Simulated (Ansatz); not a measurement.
Ligand exchange: GeH3F + SiH4 → SiH3(GeH3) + HF

Species: GeH3F (fluorogermane) `[F][GeH3]`, singlet; SiH4 (silane) `[SiH4]`, singlet; SiH3(GeH3), singlet; HF, singlet. The partners trade F for SiH3: Ge–F and H–SiH3 bonds give way to Ge–SiH3 and H–F.

Shapes, held fixed at every level: PBE0-D4/def2-TZVP. Programs: Ansatz 0.2.0. The zero-point and thermal change to 298 K, harmonic and unscaled (PBE0-D4/def2-TZVP), is +4.3 kJ/mol.

| level | kind | ΔH(298 K) (kJ/mol) | less CCSD(T)/def2-TZVPP |
| --- | --- | --- | --- |
| HF/def2-TZVPP | Hartree–Fock | +72.6 | +31.8 |
| PBE-D4/def2-TZVPP | GGA | +28.7 | -12.1 |
| r2SCAN-D4/def2-TZVPP | meta-GGA | +41.4 | +0.6 |
| PBE0-D4/def2-TZVPP | global hybrid | +28.9 | -11.9 |
| MP2/def2-TZVPP | perturbation theory | +42.2 | +1.4 |
| CCSD/def2-SVP | coupled cluster or CI | +57.5 | +16.7 |
| CCSD/def2-TZVPP | coupled cluster or CI | +43.4 | +2.6 |
| CCSD(T)/def2-TZVPP | coupled cluster or CI | +40.8 | 0.0 |

The highest level, CCSD(T)/def2-TZVPP, gives ΔH(298 K) = +40.8 kJ/mol; the levels span +28.7 to +72.6. The column of differences is taken from that level and isn't an error. No measured value is set beside it here. Relativity is left out for Ge unless named. Correlated rows may include outer-core shells of Ge, which these sets cover unevenly.

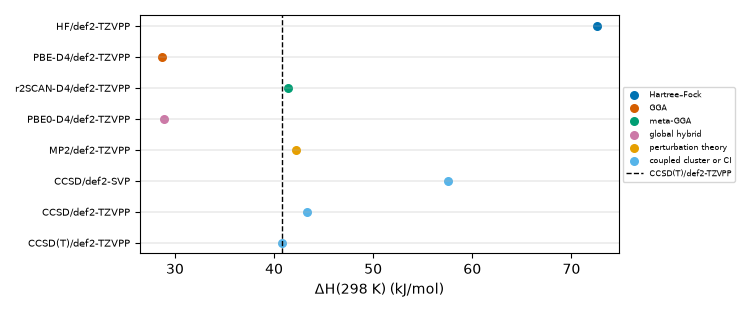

The values of the table, level by level.
